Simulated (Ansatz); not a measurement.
**GaPHS (doublet): the correlation ladder, cc-pVDZ**

Aim: climb from Hartree-Fock through coupled cluster for GaPHS (doublet) at one geometry and basis, and see what each rung misses.

Method: cc-pVDZ, core rule «outside noble gas», up to 24 orbitals frozen; program: Ansatz 0.2.0, Gaussian basis.

The runs, in order: UHF; CCSD(T) on ROHF; CCSD(T) on UHF; BCCD(T) on ROHF; CISD; CCSDT(Q) on ROHF; CCSDT(Q) on UHF.

28 further runs of the same task are left out: 2 for a known fault of the program, 12 that didn't finish, 14 set aside as unsound or not needed.

### 1 The system

The geometry is a PBE0/def2-TZVP stationary point (not a proven minimum). No spin-orbit coupling is included. The filled d shell of Ga may be among the frozen orbitals whatever the setting's name suggests; the logs give the count.

4 atoms, charge 0, spin multiplicity 2.

Atoms are counted from 1 here; the program's logs count them from 0.

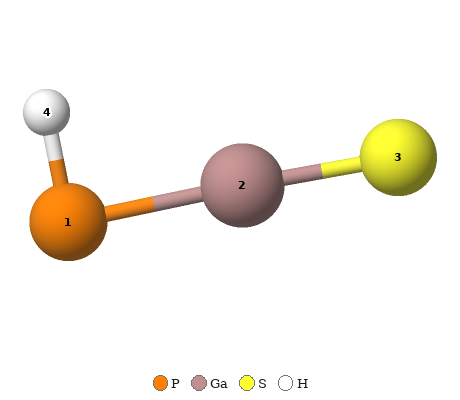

The geometry (phosphorus orange, gallium pink, sulfur yellow, hydrogen white); atoms are numbered from 1 in the order of the file.

Geometry (Å):

```xyz
4
GaHPS
P     0.00000   -0.39948    1.63024
Ga    0.00001   -0.31982   -0.63634
S     0.00000   -0.30846   -2.65539
H     0.00000    1.02776    1.66149
```

In the tables R marks a restricted open-shell determinant and U an unrestricted one; energies count from the table's Hartree-Fock row.

### 2 UHF

The input, in.yaml:

```yaml
crystal:
  periodic: [false, false, false]
  atoms:
    - {symbol: P, position_ang: [-0.000003, -0.399478, 1.630239]}
    - {symbol: Ga, position_ang: [0.000009, -0.319823, -0.636341]}
    - {symbol: S, position_ang: [-0.000004, -0.308458, -2.655390]}
    - {symbol: H, position_ang: [-0.000002, 1.027759, 1.661492]}
basis:
  gaussian: {orbitals: cc-pVDZ}
magnetization: {spin_polarized: true, initial_magnetization: 1}
hamiltonian: {xc: hf}
output: {orbitals: {seedname: orbitals}}
```

On the command line:

```sh
$ ansatz run in.yaml --threads 1 --pin off --events-out ev --progress --plain --max-ram 2393MiB
```

Standard output:

```text
Functional definition: HF
  name "HF"
  cite "Fock, Z. Phys. 61, 126 (1930) doi:10.1007/BF01340294"
  parent pbe
  exchange = exact_x
  correlation = 0
754 factors; integrals over basis functions are off by at most 9.6e-4 eV
mean field evaluation 1: about -72436.7971 eV, gradient 1.6e1 eV
mean field evaluation 2: about -72436.8136 eV, gradient 1.6e1 eV
mean field evaluation 4: about -72439.1846 eV, gradient 1.8e0 eV
mean field evaluation 8: about -72439.2408 eV, gradient 1.7e-1 eV
mean field evaluation 16: about -72437.6147 eV, gradient 1.8e0 eV
mean field evaluation 32: about -72437.6629 eV, gradient 1.6e0 eV
mean field evaluation 64: about -72439.1784 eV, gradient 1.6e0 eV
mean field -72439.24168712 eV, -2662.0930309201 hartree, gradient 7.1e-5 eV, S^2 0.765551; 1 other end points of the search recorded, 0 dependent functions left out
reference -72439.24168712 eV, -2662.0930309201 hartree; 32, 31 occupied and 36, 37 virtual orbitals, 754 factors
Total energy: -72439.24168712 eV, -2662.0930309201 hartree
```

Wall time 7.5 s (1 thread of Arm Neoverse N1, shared host).

From the report: ⟨S²⟩ of the determinant 0.766 (pure doublet: 0.75).

### 3 CCSD(T) on ROHF

Changes to in.yaml since step 2:

```diff
@@ -9,4 +9,4 @@
   gaussian: {orbitals: cc-pVDZ}
-magnetization: {spin_polarized: true, initial_magnetization: 1}
-hamiltonian: {xc: hf}
-output: {orbitals: {seedname: orbitals}}
+magnetization: {spin_polarized: false, initial_magnetization: 1}
+correlation: {method: ccsd_t, electrons: outside_noble_gas}
+output: {forces: true}
```

Same command.

Standard output, cut to the lines that bear on the results:

```text
Functional definition: HF
  name "HF"
  cite "Fock, Z. Phys. 61, 126 (1930) doi:10.1007/BF01340294"
  parent pbe
[...]
754 factors; integrals over basis functions are off by at most 9.6e-4 eV
[...]
mean field -72439.12701534 eV, -2662.0888168099 hartree, gradient 3.3e-6 eV, S^2 0.750000; 8 other end points of the search recorded, 0 dependent functions left out
[...]
determinant -72439.12701534 eV, -2662.0888168099 hartree, with singles and doubles -72447.71842521 eV, -2662.4045452992 hartree
determinant -72437.92993951 eV, -2662.0448250846 hartree, with singles and doubles -72447.52593857 eV, -2662.3974715458 hartree
determinant -72437.65002837 eV, -2662.0345385398 hartree, with singles and doubles -72446.14278622 eV, -2662.3466416342 hartree
determinant -72436.99968777 eV, -2662.0106389636 hartree, with singles and doubles -72445.77456097 eV, -2662.3331096059 hartree
[...]
24 core orbitals not correlated: weight in the atoms' cores, before any rotation towards them, 0.989 or more for the frozen orbitals, at most 0.007 for the correlated occupied ones
reference -72439.12701534 eV, -2662.0888168099 hartree; 8, 7 occupied and 36, 37 virtual orbitals, 754 factors
second order -7.58784848 eV of doubles, -0.06703901 eV of singles
cycle   1  -8.59582223 eV  change   -4.0e-6 eV  update   1.7e-6
cycle   2  -8.59582238 eV  change   -1.5e-7 eV  update   9.8e-7
perturbative correction -0.36459299 eV, -0.0133985452 hartree
[...]
Total energy: -72448.08743071 eV, -2662.4181060012 hartree
Atom 0 at    -0.000003    -0.399478     1.630239 Å, force     0.000002    -0.268245     0.720011 eV/Å
Atom 1 at     0.000009    -0.319823    -0.636341 Å, force    -0.000004    -0.001556     0.260794 eV/Å
Atom 2 at    -0.000004    -0.308458    -2.655390 Å, force     0.000001     0.007943    -1.015357 eV/Å
Atom 3 at    -0.000002     1.027759     1.661492 Å, force     0.000000     0.261858     0.034553 eV/Å
Dipole moment:     0.000005     0.096915     0.714002 e Å
```

Run time: 53 s. Hardware: 1 thread of Arm Neoverse N1, shared host.

From the report: correlation -8.9604 eV; T1 0.031; largest double amplitude 0.05.

### 4 CCSD(T) on UHF

Changes to in.yaml since step 3:

```diff
@@ -9,3 +9,3 @@
   gaussian: {orbitals: cc-pVDZ}
-magnetization: {spin_polarized: false, initial_magnetization: 1}
+magnetization: {spin_polarized: true, initial_magnetization: 1}
 correlation: {method: ccsd_t, electrons: outside_noble_gas}
```

Launched as before.

Standard output, cut to the lines that bear on the results:

```text
Functional definition: HF
  name "HF"
  cite "Fock, Z. Phys. 61, 126 (1930) doi:10.1007/BF01340294"
  parent pbe
[...]
754 factors; integrals over basis functions are off by at most 9.6e-4 eV
[...]
mean field -72439.24168712 eV, -2662.0930309201 hartree, gradient 3.2e-6 eV, S^2 0.765551; 7 other end points of the search recorded, 0 dependent functions left out
determinant -72439.24168712 eV, -2662.0930309201 hartree, with singles and doubles -72447.72281946 eV, -2662.4047067850 hartree
determinant -72437.75233931 eV, -2662.0382983976 hartree, with singles and doubles -72446.14549686 eV, -2662.3467412486 hartree
determinant -72435.96532457 eV, -2661.9726268173 hartree, with singles and doubles -72443.76302061 eV, -2662.2591868613 hartree
determinant -72435.88687299 eV, -2661.9697437748 hartree, with singles and doubles -72443.59114493 eV, -2662.2528705465 hartree
24 core orbitals not correlated: weight in the atoms' cores, before any rotation towards them, 0.989 or more for the frozen orbitals, at most 0.007 for the correlated occupied ones
reference -72439.24168712 eV, -2662.0930309201 hartree; 8, 7 occupied and 36, 37 virtual orbitals, 754 factors
second order -7.52922025 eV of doubles, -0.00000000 eV of singles
cycle   1  -8.48153713 eV  change   -4.0e-4 eV  update   4.4e-3
[...]
cycle  12  -8.48435831 eV  change    7.0e-7 eV  update   5.2e-7
perturbative correction -0.36124611 eV, -0.0132755496 hartree
[...]
Total energy: -72448.08729154 eV, -2662.4181008868 hartree
Atom 0 at    -0.000003    -0.399478     1.630239 Å, force     0.000002    -0.267571     0.719400 eV/Å
Atom 1 at     0.000009    -0.319823    -0.636341 Å, force    -0.000004    -0.001596     0.261656 eV/Å
Atom 2 at    -0.000004    -0.308458    -2.655390 Å, force     0.000001     0.007940    -1.015636 eV/Å
Atom 3 at    -0.000002     1.027759     1.661492 Å, force     0.000000     0.261227     0.034579 eV/Å
Dipole moment:     0.000005     0.096943     0.713889 e Å
```

It took 56 s on 1 thread of Arm Neoverse N1, shared host.

From the report: ⟨S²⟩ of the determinant 0.766 (pure doublet: 0.75); correlation -8.8456 eV; T1 0.028; largest double amplitude 0.05.

### 5 BCCD(T) on ROHF

Changes to in.yaml since step 4:

```diff
@@ -9,4 +9,3 @@
   gaussian: {orbitals: cc-pVDZ}
-magnetization: {spin_polarized: true, initial_magnetization: 1}
-correlation: {method: ccsd_t, electrons: outside_noble_gas}
-output: {forces: true}
+magnetization: {spin_polarized: false, initial_magnetization: 1}
+correlation: {method: bccd_t, electrons: outside_noble_gas}
```

Launched as before.

Standard output, cut to the lines that bear on the results:

```text
Functional definition: HF
  name "HF"
  cite "Fock, Z. Phys. 61, 126 (1930) doi:10.1007/BF01340294"
  parent pbe
[...]
754 factors; integrals over basis functions are off by at most 9.6e-4 eV
[...]
mean field -72439.12701534 eV, -2662.0888168099 hartree, gradient 3.3e-6 eV, S^2 0.750000; 8 other end points of the search recorded, 0 dependent functions left out
[...]
determinant -72439.12701534 eV, -2662.0888168099 hartree, with singles and doubles -72447.71842521 eV, -2662.4045452992 hartree
determinant -72437.92993951 eV, -2662.0448250846 hartree, with singles and doubles -72447.52593857 eV, -2662.3974715458 hartree
determinant -72437.65002837 eV, -2662.0345385398 hartree, with singles and doubles -72446.14278622 eV, -2662.3466416342 hartree
determinant -72436.99968777 eV, -2662.0106389636 hartree, with singles and doubles -72445.77456097 eV, -2662.3331096059 hartree
determinant -72439.12701534 eV, -2662.0888168099 hartree, with singles and doubles -72447.72283361 eV, -2662.4047073047 hartree
determinant -72437.92993951 eV, -2662.0448250846 hartree, with singles and doubles -72447.59250436 eV, -2662.3999177931 hartree
24 core orbitals not correlated: weight in the atoms' cores, before any rotation towards them, 0.989 or more for the frozen orbitals, at most 0.007 for the correlated occupied ones
reference -72439.12701534 eV, -2662.0888168099 hartree; 8, 7 occupied and 36, 37 virtual orbitals, 754 factors
second order -7.58784848 eV of doubles, -0.06703901 eV of singles
cycle   1  -8.56000184 eV  change    3.6e-2 eV  update   2.6e-2
[...]
cycle  11  -8.56670851 eV  change   7.6e-10 eV  update   1.9e-5
perturbative correction -0.39406717 eV, -0.0144817015 hartree
Total energy: -72448.08779103 eV, -2662.4181192425 hartree
```

Wall time 42 s (1 thread of Arm Neoverse N1, shared host).

From the report: correlation -8.9608 eV; largest double amplitude 0.05.

### 6 CISD

Changes to in.yaml since step 5:

```diff
@@ -10,2 +10,2 @@
 magnetization: {spin_polarized: false, initial_magnetization: 1}
-correlation: {method: bccd_t, electrons: outside_noble_gas}
+correlation: {active_space: {ras: {orbitals: [7, 1, 36], electrons: 15, max_holes: 2, max_particles: 2}, fixed_orbitals: true}}
```

Same command.

Standard output:

```text
Functional definition: HF
  name "HF"
  cite "Fock, Z. Phys. 61, 126 (1930) doi:10.1007/BF01340294"
  parent pbe
  exchange = exact_x
  correlation = 0
754 factors; integrals over basis functions are off by at most 9.6e-4 eV
mean field evaluation 1: about -72436.7545 eV, gradient 2.2e1 eV
mean field evaluation 2: about -72436.7707 eV, gradient 2.2e1 eV
mean field evaluation 4: about -72438.5886 eV, gradient 9.7e0 eV
mean field evaluation 8: about -72439.1262 eV, gradient 2.3e-1 eV
mean field evaluation 16: about -72433.7817 eV, gradient 2.6e1 eV
mean field evaluation 32: about -72437.9276 eV, gradient 1.3e-1 eV
mean field evaluation 64: about -72437.9253 eV, gradient 2.0e-1 eV
mean field -72439.12701534 eV, -2662.0888168099 hartree, gradient 3.3e-6 eV, S^2 0.750000; 6 other end points of the search recorded, 0 dependent functions left out
reference -72439.12701534 eV, -2662.0888168099 hartree; 32, 31 occupied and 36, 37 virtual orbitals, 754 factors
state -72446.69090266 eV, -2662.3667845420 hartree
Total energy: -72446.69090266 eV, -2662.3667845420 hartree
```

Run time: 26 s. Hardware: 1 thread of Arm Neoverse N1, shared host.

From the report: 164,852 determinants.

### 7 CCSDT(Q) on ROHF

Changes to in.yaml since step 6:

```diff
@@ -10,2 +10,2 @@
 magnetization: {spin_polarized: false, initial_magnetization: 1}
-correlation: {active_space: {ras: {orbitals: [7, 1, 36], electrons: 15, max_holes: 2, max_particles: 2}, fixed_orbitals: true}}
+correlation: {method: ccsdt_q, electrons: outside_noble_gas}
```

The command is unchanged.

Standard output, cut to the lines that bear on the results:

```text
Functional definition: HF
  name "HF"
  cite "Fock, Z. Phys. 61, 126 (1930) doi:10.1007/BF01340294"
  parent pbe
[...]
1337 factors; integrals over basis functions are off by at most 2.2e-7 eV
[...]
mean field -72439.12727153 eV, -2662.0888262246 hartree, gradient 3.3e-6 eV, S^2 0.750000; 8 other end points of the search recorded, 0 dependent functions left out
[...]
determinant -72439.12727153 eV, -2662.0888262246 hartree, with singles and doubles -72447.71870597 eV, -2662.4045556169 hartree
determinant -72437.93019483 eV, -2662.0448344673 hartree, with singles and doubles -72447.52626666 eV, -2662.3974836027 hartree
determinant -72437.65029074 eV, -2662.0345481817 hartree, with singles and doubles -72446.14307943 eV, -2662.3466524094 hartree
determinant -72436.99994946 eV, -2662.0106485805 hartree, with singles and doubles -72445.77484940 eV, -2662.3331202055 hartree
determinant -72439.12727153 eV, -2662.0888262246 hartree, with singles and doubles -72447.72311465 eV, -2662.4047176330 hartree
determinant -72437.93019483 eV, -2662.0448344673 hartree, with singles and doubles -72447.59276058 eV, -2662.3999272094 hartree
24 core orbitals not correlated: weight in the atoms' cores, before any rotation towards them, 0.989 or more for the frozen orbitals, at most 0.007 for the correlated occupied ones
reference -72439.12727153 eV, -2662.0888262246 hartree; 8, 7 occupied and 36, 37 virtual orbitals, 1337 factors
second order -7.58788209 eV of doubles, -0.06703916 eV of singles
cycle   1  -8.23101840 eV  change   -5.7e-1 eV  update   1.3e-1
[...]
cycle  23  -9.00795031 eV  change    1.3e-6 eV  update   1.1e-6
perturbative correction -0.02509491 eV, -0.0009222210 hartree
Total energy: -72448.16031675 eV, -2662.4207845136 hartree
```

It took 7.5 min on 1 thread of Arm Neoverse N1, shared host; peak memory 1.2 GiB.

From the report: correlation -9.0330 eV; T1 0.036; largest double amplitude 0.07.

### 8 CCSDT(Q) on UHF

Changes to in.yaml since step 7:

```diff
@@ -9,3 +9,3 @@
   gaussian: {orbitals: cc-pVDZ}
-magnetization: {spin_polarized: false, initial_magnetization: 1}
+magnetization: {spin_polarized: true, initial_magnetization: 1}
 correlation: {method: ccsdt_q, electrons: outside_noble_gas}
```

Launched as before.

Standard output, cut to the lines that bear on the results:

```text
Functional definition: HF
  name "HF"
  cite "Fock, Z. Phys. 61, 126 (1930) doi:10.1007/BF01340294"
  parent pbe
[...]
1337 factors; integrals over basis functions are off by at most 2.2e-7 eV
[...]
mean field -72439.24194368 eV, -2662.0930403486 hartree, gradient 3.5e-6 eV, S^2 0.765551; 8 other end points of the search recorded, 0 dependent functions left out
determinant -72439.24194368 eV, -2662.0930403486 hartree, with singles and doubles -72447.72310036 eV, -2662.4047171077 hartree
determinant -72437.75260255 eV, -2662.0383080715 hartree, with singles and doubles -72446.14579031 eV, -2662.3467520325 hartree
determinant -72436.25937351 eV, -2661.9834329164 hartree, with singles and doubles -72443.96700620 eV, -2662.2666831934 hartree
determinant -72435.96559993 eV, -2661.9726369364 hartree, with singles and doubles -72443.76332699 eV, -2662.2591981203 hartree
determinant -72435.88714361 eV, -2661.9697537201 hartree, with singles and doubles -72443.59144331 eV, -2662.2528815117 hartree
24 core orbitals not correlated: weight in the atoms' cores, before any rotation towards them, 0.989 or more for the frozen orbitals, at most 0.007 for the correlated occupied ones
reference -72439.24194368 eV, -2662.0930403486 hartree; 8, 7 occupied and 36, 37 virtual orbitals, 1337 factors
second order -7.52925317 eV of doubles, -0.00000000 eV of singles
cycle   1  -8.10847305 eV  change   -5.8e-1 eV  update   1.3e-1
[...]
cycle  22  -8.89344986 eV  change    4.8e-7 eV  update   1.8e-6
perturbative correction -0.03660170 eV, -0.0013450876 hartree
Total energy: -72448.17199524 eV, -2662.4212136904 hartree
```

It took 6.7 min on 1 thread of Arm Neoverse N1, shared host; peak memory 0.94 GiB.

From the report: ⟨S²⟩ of the determinant 0.766 (pure doublet: 0.75); correlation -8.9301 eV; T1 0.033; largest double amplitude 0.07.

### 9 All levels against the top one

The yardstick is UCCSDT(Q), where the cluster series has nearly closed. Rows without a time come out of other runs: HF, MP2 and CCSD of CCSD(T), CCSDT of CCSDT(Q). The times of RCCSD(T), UCCSD(T) include forces.

Differences are taken before rounding.

| method | energy from the lowest RHF (kcal/mol) | from UCCSDT(Q) (kcal/mol) | time |
| --- | --- | --- | --- |
| RHF | 0.00 | +208.58 |  |
| UHF | -2.64 | +205.94 |  |
| RMP2 | -176.53 | +32.06 |  |
| UMP2 | -176.27 | +32.31 |  |
| RCCSD | -198.22 | +10.36 |  |
| UCCSD | -198.30 | +10.28 |  |
| RCCSD(T) | -206.63 | +1.95 | 53 s |
| UCCSD(T) | -206.63 | +1.95 | 56 s |
| BCCD(T) | -206.64 | +1.94 | 42 s |
| RCCSDT | -207.73 | +0.85 |  |
| UCCSDT | -207.74 | +0.84 |  |
| RCCSDT(Q) | -208.31 | +0.27 | 7.5 min |
| UCCSDT(Q) | -208.58 | 0 | 6.7 min |

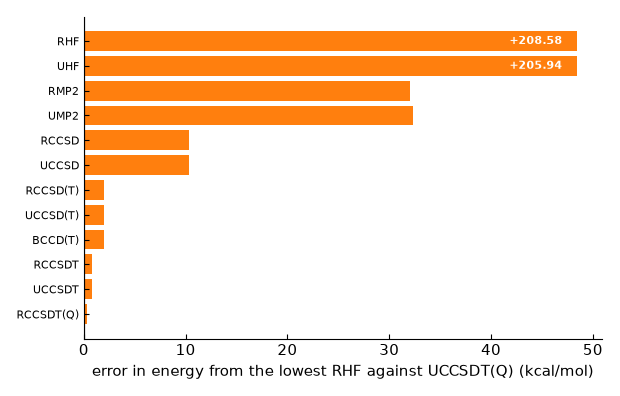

How far each level lands from UCCSDT(Q). Bars with a number in them are cut short.

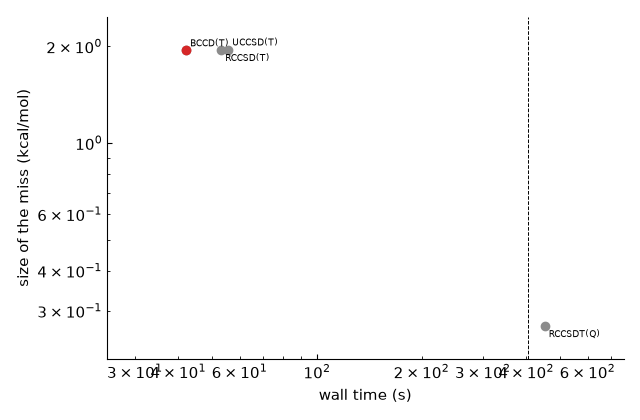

Accuracy for the time spent; red marks the levels that beat every quicker one drawn (of those quicker than the yardstick), and the dashed line is the time of UCCSDT(Q). Times are from a shared host.

Not comparable, so not listed: CISD (they don't share determinant, frozen orbitals or solution with the rows shown, or repeat one).

With the free atoms at the same levels and basis (separate runs), the atomisation energy is 7.969 eV at UCCSDT(Q), 7.914 eV at RCCSD(T), 7.910 eV at UCCSD(T), 5.397 eV at RHF.

### 10 Outcome

| quantity | value |
| --- | --- |
| UCCSDT(Q) below the RHF energy | -9.0450 eV |
| RMP2 from UCCSDT(Q) | +32.06 kcal/mol |
| UMP2 from UCCSDT(Q) | +32.31 kcal/mol |
| RCCSD from UCCSDT(Q) | +10.36 kcal/mol |
| RCCSD(T) from UCCSDT(Q) | +1.95 kcal/mol |
| UCCSD(T) from UCCSDT(Q) | +1.95 kcal/mol |
| RCCSDT(Q) from UCCSDT(Q) | +0.27 kcal/mol |
| levels within 1 kcal/mol (43 meV) | RCCSDT, UCCSDT, RCCSDT(Q) |
| T1 diagnostic | 0.031 |

RCCSD(T) misses by +1.95 kcal/mol, 0.9 % of the correlation energy. These misses are within one basis, not against nature; the frozen cores of restricted and unrestricted runs differ, which can shift their rows.

BCCD(T) reaches 1.94 kcal/mol from the reference in 42 s, where UCCSDT(Q) took 6.7 min.
